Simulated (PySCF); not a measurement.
# B2H4: singlet, from a ethylene-like start

Aim: relax B2H4 as a singlet from a ethylene-like start, check by its vibrations whether the end is a minimum, and collect its spectrum and constants.

Program: PySCF 2.14.0. Level of theory: PBE0, basis B def2-TZVP, H def2-TZVP, no relativity, density fitting. These are calculated values, not measurements.

## (1) Where the work starts

6 atoms, charge 0, spin multiplicity 1.

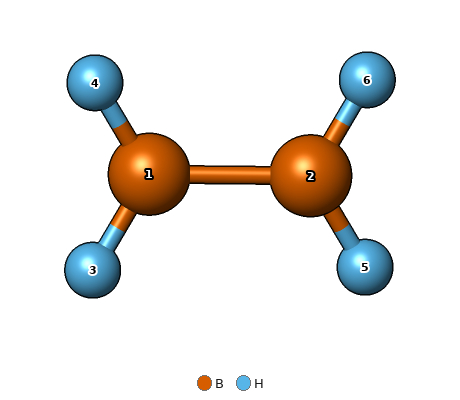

The starting geometry (boron orange, hydrogen blue); atoms are numbered from 1 in the order of the file.

Coordinates in bohr (charge 0 multiplicity 1):
```
B     1.6063    0.0000    0.0000
B    -1.6063    0.0000    0.0000
H     2.7118    1.9014    0.2835
H     2.7118   -1.9014    0.2835
H    -2.7118    1.9014   -0.2835
H    -2.7118   -1.9014   -0.2835
```

## (2) First SCF at the start

The steps below are one call of a driver around PySCF. For each, scf.py gives the equivalent set-up of the SCF; relaxations use the driver's own optimiser. After this first run the driver tries any further starts and a stability analysis.

scf.py reads:

```python
from pyscf import gto, scf, dft
mol = gto.M(atom='''
B      0.850000     0.000000     0.000000
B     -0.850000     0.000000     0.000000
H      1.435000     1.006200     0.150000
H      1.435000    -1.006200     0.150000
H     -1.435000     1.006200    -0.150000
H     -1.435000    -1.006200    -0.150000''',
    basis={'B': 'def2-TZVP', 'H': 'def2-TZVP'},
    charge=0, spin=0)
mf = dft.RKS(mol, xc='PBE0')
mf.grids.atom_grid = (50, 194)
aux = {'B': 'def2-universal-JKFIT', 'H': 'def2-universal-JKFIT'}
mf = mf.density_fit(auxbasis=aux)
mf.conv_tol = 1e-08
mf.diis_space = 10
mf.max_cycle = 60
mf.init_guess = 'minao'
mf.verbose = 4
mf.kernel()
```

Run with:

```console
OMP_NUM_THREADS=2 python axn.py task.json out
```

Log:

```text
init E= -51.7610153041199
  HOMO = -0.33042039050371  LUMO = -0.198283034949039  gap/eV = 3.59564
cycle= 1 E= -51.9242529018189  delta_E= -0.163  |g|= 0.134  |ddm|= 1.56
  HOMO = -0.287108063168192  LUMO = -0.114819368718283  gap/eV = 4.68821
cycle= 2 E= -51.9300813904194  delta_E= -0.00583  |g|= 0.0492  |ddm|= 0.201
  HOMO = -0.31383512660287  LUMO = -0.134711607154554  gap/eV = 4.87420
cycle= 3 E= -51.9309028197043  delta_E= -0.000821  |g|= 0.0157  |ddm|= 0.0631
  HOMO = -0.309815451184958  LUMO = -0.13096785492951  gap/eV = 4.86669
cycle= 4 E= -51.9309880875205  delta_E= -8.53e-05  |g|= 0.00129  |ddm|= 0.0154
  HOMO = -0.309838930820256  LUMO = -0.130972857821289  gap/eV = 4.86719
cycle= 5 E= -51.9309886390411  delta_E= -5.52e-07  |g|= 0.000135  |ddm|= 0.00142
  HOMO = -0.309802552430222  LUMO = -0.130940683288513  gap/eV = 4.86708
cycle= 6 E= -51.9309886457766  delta_E= -6.74e-09  |g|= 1.14e-05  |ddm|= 0.00019
  HOMO = -0.309805210818141  LUMO = -0.130943002620795  gap/eV = 4.86709
Extra cycle  E= -51.9309886458385  delta_E= -6.2e-11  |g|= 3.83e-06  |ddm|= 2e-05
converged SCF energy = -51.9309886458385
```

This step, with its further starts and checks, took 4.2 s on 2 threads of Arm Neoverse V2, shared host.

Energies from each starting density:

```
                      start  energy (Eh)
    the minimal-basis guess   -51.930989
a thermally smeared density   -51.930989
      a smeared PBE density   -51.930989
```

The test of internal stability and the other starts found no lower closed-shell solution.

## (3) Relaxing the singlet from the ethylene-like start

The program finds C2h symmetry in the start, which this walk keeps. Threshold on the gradient: 0.0003 Eh/bohr, with a further test on the energy change.

Edit scf.py of step 2 so:

```diff
@@ -3 +3 @@
-B      0.850000     0.000000     0.000000
+B      0.850000     0.000000    -0.000000
@@ -18 +17,0 @@
-mf.init_guess = 'minao'
```

Steps of the walk:

```
step  energy (Eh)  change (kJ/mol)  largest symmetric gradient (Eh/bohr)
   0   -51.930989             0.00                               0.02467
   1   -51.936428           -14.28                               0.00705
   2   -51.937722           -17.68                               0.00146
   3   -51.937787           -17.85                               0.00015
   4   -51.937787           -17.85                               0.00005
```

The walk took 4.6 s.

Positions (Å) and forces (eV/Å) along the way:

```
step 0
B    0.850   0.000   0.000  -0.114   0.000   1.269
B   -0.850   0.000   0.000   0.114   0.000  -1.269
H    1.435   1.006   0.150   0.507   0.481  -0.322
H    1.435  -1.006   0.150   0.507  -0.481  -0.322
H   -1.435   1.006  -0.150  -0.507   0.481   0.322
H   -1.435  -1.006  -0.150  -0.507  -0.481   0.322
step 1
B    0.851   0.000   0.071  -0.021   0.000   0.088
B   -0.851   0.000  -0.071   0.021   0.000  -0.088
H    1.449   1.015   0.131   0.362   0.302   0.007
H    1.449  -1.015   0.131   0.362  -0.302   0.007
H   -1.449   1.015  -0.131  -0.362   0.302  -0.007
H   -1.449  -1.015  -0.131  -0.362  -0.302  -0.007
step 2
B    0.865   0.000   0.080  -0.025   0.000  -0.058
B   -0.865   0.000  -0.080   0.025   0.000   0.058
H    1.488   1.018   0.132   0.075   0.042   0.023
H    1.488  -1.018   0.132   0.075  -0.042   0.023
H   -1.488   1.018  -0.132  -0.075   0.042  -0.023
H   -1.488  -1.018  -0.132  -0.075  -0.042  -0.023
step 4
B    0.868   0.000   0.077  -0.003   0.000   0.000
B   -0.868   0.000  -0.077   0.003   0.000   0.000
H    1.499   1.017   0.134   0.000  -0.001   0.000
H    1.499  -1.017   0.134   0.000   0.001   0.000
H   -1.499   1.017  -0.134   0.000  -0.001   0.000
H   -1.499  -1.017  -0.134   0.000   0.001   0.000
```

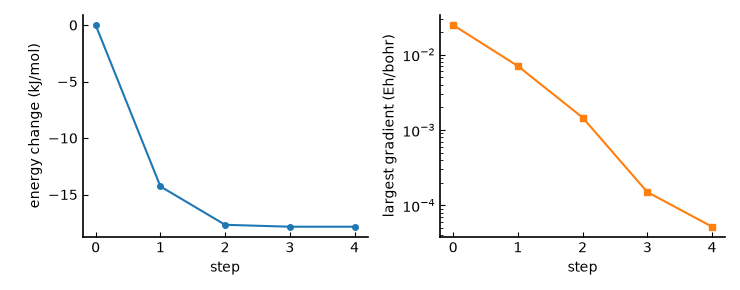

Energy and largest gradient along the walk.

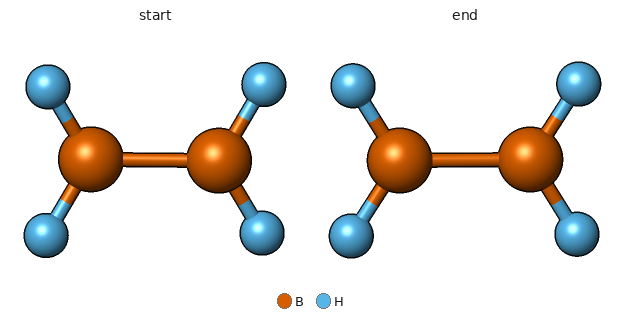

The geometry along the walk, at one scale.

It settles in D2h symmetry, 17.8 kJ/mol below the start, after 4 steps: B–B 1.743 Å, B–H 1.198 Å (×4); B–B–H 121.9° (×4), H–B–H 116.1° (×2).

## (4) Is it a minimum? Harmonic modes

On the finer grid the gradient is checked again; gradients at displacements of ±0.02 bohr then give force constants and infrared intensities.

Edit scf.py of step 3 so:

```diff
@@ -3,6 +3,6 @@
-B      0.850000     0.000000    -0.000000
-B     -0.850000     0.000000     0.000000
-H      1.435000     1.006200     0.150000
-H      1.435000    -1.006200     0.150000
-H     -1.435000     1.006200    -0.150000
-H     -1.435000    -1.006200    -0.150000''',
+B      0.868006     0.000000     0.077297
+B     -0.868006     0.000000    -0.077297
+H      1.499235     1.016922     0.133508
+H      1.499235    -1.016922     0.133508
+H     -1.499235     1.016922    -0.133508
+H     -1.499235    -1.016922    -0.133508''',
@@ -12 +12 @@
-mf.grids.atom_grid = (50, 194)
+mf.grids.atom_grid = (75, 302)
@@ -15 +15 @@
-mf.conv_tol = 1e-08
+mf.conv_tol = 1e-10
```

This SCF starts from the last density.

SCF at the final geometry:

```text
init E= -51.9377914944162
  HOMO = -0.314064412160416  LUMO = -0.128129464675643  gap/eV = 5.05955
cycle= 1 E= -51.9377914944212  delta_E= -5.03e-12  |g|= 3.76e-06  |ddm|= 8.26e-06
  HOMO = -0.31406640644396  LUMO = -0.128131118877024  gap/eV = 5.05956
Extra cycle  E= -51.9377914944234  delta_E= -2.13e-12  |g|= 2.68e-06  |ddm|= 5.95e-06
converged SCF energy = -51.9377914944234
```

The whole step took 20 s.

Geometry: D2h; B–B 1.743 Å, B–H 1.198 Å (×4); B–B–H 121.9° (×4), H–B–H 116.1° (×2).

Harmonic modes (main isotopes):

| symmetry | ω (cm⁻¹) | IR (km/mol) |
| --- | --- | --- |
| au | 612i | 0.0 |
| b2u | 554 | 2.3 |
| b3u | 748 | 80.1 |
| ag | 824 | 0.0 |
| b3g | 920 | 0.0 |
| b2g | 1041 | 0.0 |
| b1u | 1198 | 55.4 |
| ag | 1236 | 0.0 |
| b1u | 2564 | 172 |
| ag | 2583 | 0.0 |
| b3g | 2635 | 0.0 |
| b2u | 2654 | 257 |

1 mode is imaginary, the largest at 612i cm⁻¹: a saddle point, not a minimum.

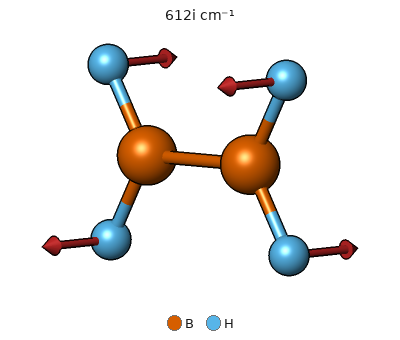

The imaginary mode, as arrows.

Constants and moments:

* Dipole moment: 0.00 D
* Highest occupied level: -8.55 eV
* Lowest empty level: -3.49 eV
* Rotational constants: 4.044, 0.652, 0.5615 cm⁻¹
* Zero-point energy (real modes): 101.4 kJ/mol
* Principal polarisabilities: 20.2, 31.1, 34.8 bohr³
* Atomisation energy without zero-point energy: 1830 kJ/mol
* Principal traceless quadrupole moments about the centre of mass: -3.17, -1.68, 4.85 D Å

Populations by atom (charges in e):

```
atom  Mulliken  Löwdin  polar tensor  Mayer order to B1
  B1     -0.06   -0.12          0.36                  –
  B2     -0.06   -0.12          0.36               1.01
H3,4      0.03    0.06         -0.18               0.98
H5,6      0.03    0.06         -0.18               0.00
```

Mulliken populations on B1: s 3.16, p 1.85, d 0.05, f 0.00.

## (5) Following the imaginary mode

The start is the last point, displaced along its most imaginary mode.

The program finds D2 symmetry in the start, which this walk keeps. The walk stops when the largest gradient is under 0.0003 Eh/bohr and the energy has settled too.

Edit scf.py of step 4 so:

```diff
@@ -3 +3 @@
-B      0.868006     0.000000     0.077297
+B      0.868006    -0.000000     0.077297
@@ -5,4 +5,4 @@
-H      1.499235     1.016922     0.133508
-H      1.499235    -1.016922     0.133508
-H     -1.499235     1.016922    -0.133508
-H     -1.499235    -1.016922    -0.133508''',
+H      1.488591     1.016922     0.253035
+H      1.509879    -1.016922     0.013981
+H     -1.488591     1.016922    -0.253035
+H     -1.509879    -1.016922    -0.013981''',
@@ -12 +12 @@
-mf.grids.atom_grid = (75, 302)
+mf.grids.atom_grid = (50, 194)
@@ -15 +15 @@
-mf.conv_tol = 1e-10
+mf.conv_tol = 1e-08
```

The optimiser's trace:

| step | energy (Eh) | change (kJ/mol) | largest symmetric gradient (Eh/bohr) |
| --- | --- | --- | --- |
| 0 | -51.939137 | 0.00 | 0.00281 |
| 1 | -51.945203 | -15.93 | 0.00754 |
| 2 | -51.950365 | -29.48 | 0.01789 |
| 3 | -51.957027 | -46.97 | 0.01592 |
| 4 | -51.960472 | -56.01 | 0.01089 |
| 5 | -51.961658 | -59.13 | 0.02005 |
| 6 | -51.962699 | -61.86 | 0.00071 |
| 7 | -51.962756 | -62.01 | 0.00024 |
| 8 | -51.962762 | -62.03 | 0.00002 |

The walk took 7.2 s.

Geometry (Å) and forces (eV/Å) at some steps:

```
step 0
B    0.868   0.000   0.077  -0.028   0.001  -0.002
B   -0.868   0.000  -0.077   0.028   0.001   0.002
H    1.489   1.017   0.253  -0.068  -0.145   0.133
H    1.510  -1.017   0.014  -0.043   0.144  -0.143
H   -1.489   1.017  -0.253   0.068  -0.145  -0.133
H   -1.510  -1.017  -0.014   0.043   0.144   0.143
step 1
B    0.865   0.000   0.077  -0.325   0.000  -0.029
B   -0.865   0.000  -0.077   0.325   0.000   0.029
H    1.470   0.989   0.437  -0.163  -0.387   0.159
H    1.524  -0.989  -0.171  -0.132   0.388  -0.185
H   -1.470   0.989  -0.437   0.163  -0.387  -0.159
H   -1.524  -0.989   0.171   0.132   0.388   0.185
step 4
B    0.800   0.000   0.071   0.560   0.000   0.050
B   -0.800   0.000  -0.071  -0.560   0.000  -0.050
H    1.393   0.810   0.726  -0.028  -0.060   0.186
H    1.499  -0.810  -0.469   0.005   0.059  -0.189
H   -1.393   0.810  -0.726   0.028  -0.060  -0.186
H   -1.499  -0.810   0.469  -0.005   0.059   0.189
step 8
B    0.811   0.000   0.072   0.001   0.000   0.001
B   -0.811   0.000  -0.072  -0.001   0.000  -0.001
H    1.382   0.719   0.845   0.001  -0.001  -0.001
H    1.510  -0.719  -0.588  -0.001   0.001   0.001
H   -1.382   0.719  -0.845  -0.001  -0.001   0.001
H   -1.510  -0.719   0.588   0.001   0.001  -0.001
```

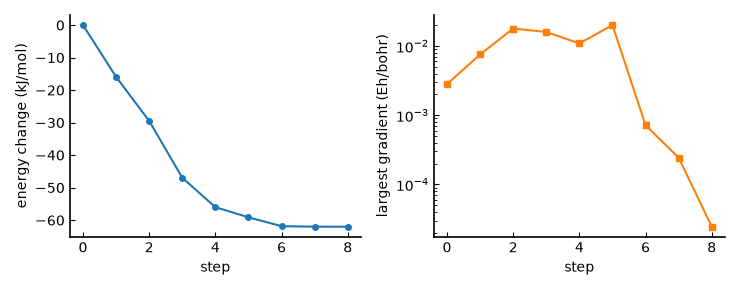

How energy and gradient fall.

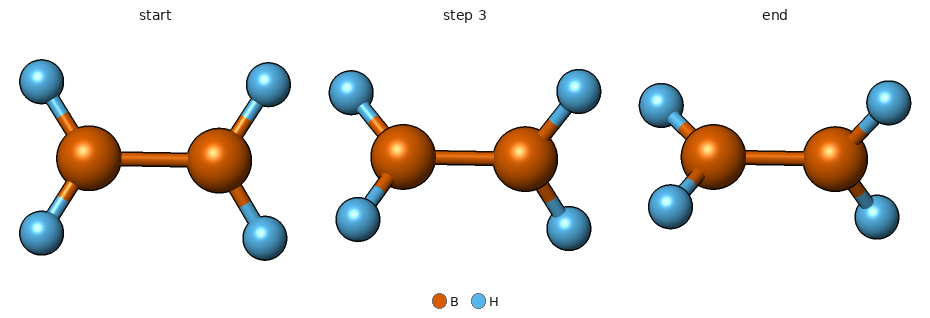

The geometry along the walk, at one scale.

It settles in D2d symmetry, 62.0 kJ/mol below the start, after 8 steps: B–B 1.628 Å, B–H 1.201 Å (×4); B–B–H 122.1° (×4), H–B–H 115.8° (×2).

## (6) Frequencies

The same treatment as at the point before.

Edit scf.py of step 5 so:

```diff
@@ -3,6 +3,6 @@
-B      0.868006    -0.000000     0.077297
-B     -0.868006     0.000000    -0.077297
-H      1.488591     1.016922     0.253035
-H      1.509879    -1.016922     0.013981
-H     -1.488591     1.016922    -0.253035
-H     -1.509879    -1.016922    -0.013981''',
+B      0.810590     0.000000     0.072184
+B     -0.810590    -0.000000    -0.072184
+H      1.382239     0.719148     0.845083
+H      1.509816    -0.719148    -0.587543
+H     -1.382239     0.719148    -0.845083
+H     -1.509816    -0.719148     0.587543''',
@@ -12 +12 @@
-mf.grids.atom_grid = (50, 194)
+mf.grids.atom_grid = (75, 302)
@@ -15 +15 @@
-mf.conv_tol = 1e-08
+mf.conv_tol = 1e-10
```

Log of the central SCF (cycles and frontier levels):

```text
init E= -51.9627591609128
  HOMO = -0.317662646773313  LUMO = -0.061058762831815  gap/eV = 6.98255
cycle= 1 E= -51.9627591609131  delta_E= -3.69e-13  |g|= 5.29e-07  |ddm|= 1.09e-06
  HOMO = -0.317662903404777  LUMO = -0.0610589362921101  gap/eV = 6.98255
Extra cycle  E= -51.9627591609127  delta_E= 4.26e-13  |g|= 4.05e-07  |ddm|= 8.07e-07
converged SCF energy = -51.9627591609127
```

The whole step took 21 s on 2 threads of Arm Neoverse V2, shared host.

Geometry: D2d; B–B 1.628 Å, B–H 1.201 Å (×4); B–B–H 122.1° (×4), H–B–H 115.8° (×2).

Modes, for the most abundant isotopes:

```
symmetry  ω (cm⁻¹)  IR (km/mol)  μ (u)
       e       374          5.4   1.13
      b1       570          0.0   1.01
      a1       872          0.0   2.23
       e       980         50.5   1.47
      b2      1118          1.4   1.12
      a1      1186          0.0   1.45
      b2      2553         55.2   1.05
      a1      2573          0.0   1.07
       e      2625          138   1.12
```

Every mode is real; the point is a minimum.

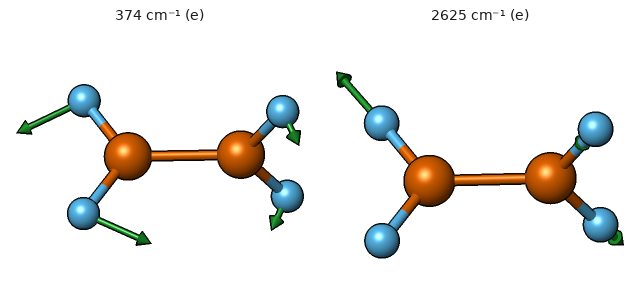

Displacements of 2 of the modes, as arrows (one member where a mode is degenerate).

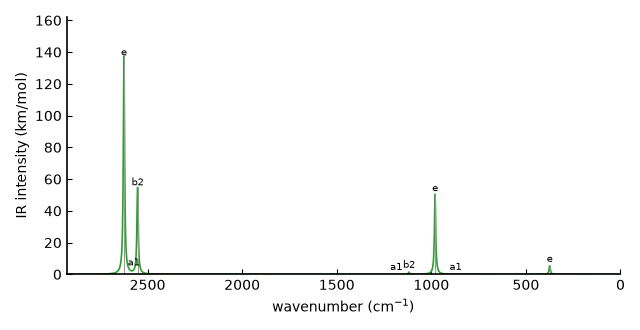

The harmonic infrared spectrum (widths in cm⁻¹). Lines are broadened to a width of 8 cm⁻¹ (Lorentzian).

Properties at this point:

- Dipole moment: 0.00 D
- Highest occupied level: -8.64 eV
- Lowest empty level: -1.66 eV
- Rotational constants: 4.043, 0.6699, 0.6699 cm⁻¹
- Zero-point energy: 100.7 kJ/mol
- Principal polarisabilities: 26.3, 26.3, 40.0 bohr³
- Atomisation energy without zero-point energy: 1895 kJ/mol
- Principal traceless quadrupole moments about the centre of mass: -1.95, 0.98, 0.98 D Å
- Entropy at 298.15 K and 1 bar: 232.2 J/(mol K)
- Heat capacity Cp at 298.15 K: 58.2 J/(mol K)
- Enthalpy at 298.15 K above 0 K: 12.62 kJ/mol
- Rotational symmetry number: 4

Charges (e) and bond orders:

```json
{"atom": "B1", "Mulliken": "-0.07", "Löwdin": "-0.17", "polar tensor": "0.22", "Mayer order to B1": "–"}
{"atom": "B2", "Mulliken": "-0.07", "Löwdin": "-0.17", "polar tensor": "0.22", "Mayer order to B1": "1.14"}
{"atom": "H3,4", "Mulliken": "0.04", "Löwdin": "0.08", "polar tensor": "-0.11", "Mayer order to B1": "0.95"}
{"atom": "H5,6", "Mulliken": "0.04", "Löwdin": "0.08", "polar tensor": "-0.11", "Mayer order to B1": "0.03"}
```

Outer orbital energies (eV). occupied: -184.51, -184.49, -15.29, -12.87, -9.94, -9.94, -8.64; empty: -1.66, -1.66, 2.00, 2.38.

Mulliken populations on B1: s 3.11, p 1.93, d 0.03, f 0.00.

## (7) Would spin polarisation lower it?

At the lowest minimum the closed shell is tested against spin polarisation, on the (50, 194) grid. It is stable.

## (8) All stationary points

| spin | group | bonds | imaginary modes (cm⁻¹) | ΔE (kJ/mol) | with zero-point energy |
| --- | --- | --- | --- | --- | --- |
| singlet | D2d | B–B 1.628 Å, B–H 1.201 Å (×4) | none | 0.0 | 0.0 |
| singlet | D2h | B–B 1.743 Å, B–H 1.198 Å (×4) | 612i | 65.6 | – |

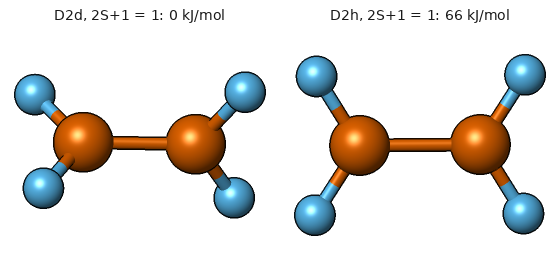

The points, lowest first (boron orange, hydrogen blue).

## (9) Summary of results

```
                                 quantity                                                                                       value
                                  minimum                                                                                singlet, D2d
                                 geometry                         B–B 1.628 Å, B–H 1.201 Å (×4); B–B–H 122.1° (×4), H–B–H 115.8° (×2)
                       wavenumbers (cm⁻¹)  374 (e), 570 (b1), 872 (a1), 980 (e), 1118 (b2), 1186 (a1), 2553 (b2), 2573 (a1), 2625 (e)
                            dipole moment                                                                                      0.00 D
     highest occupied, lowest empty level                                                                             -8.64, -1.66 eV
                polar-tensor charge of B1                                                                                     +0.22 e
                        zero-point energy                                                                                100.7 kJ/mol
                      entropy at 298.15 K                                                                             232.2 J/(mol K)
atomisation energy (no zero-point energy)                                                                                 1895 kJ/mol
```

In words: The ethylene-like start (C2h) ends in a minimum of D2d symmetry, after a stop at a saddle point 65.6 kJ/mol higher, from which it was pushed off along an imaginary mode. In the infrared the band at 2625 cm⁻¹ (e) leads. Only this shape and spin were tried, so other structures or states may lie lower.

The search up to here took 59 s.
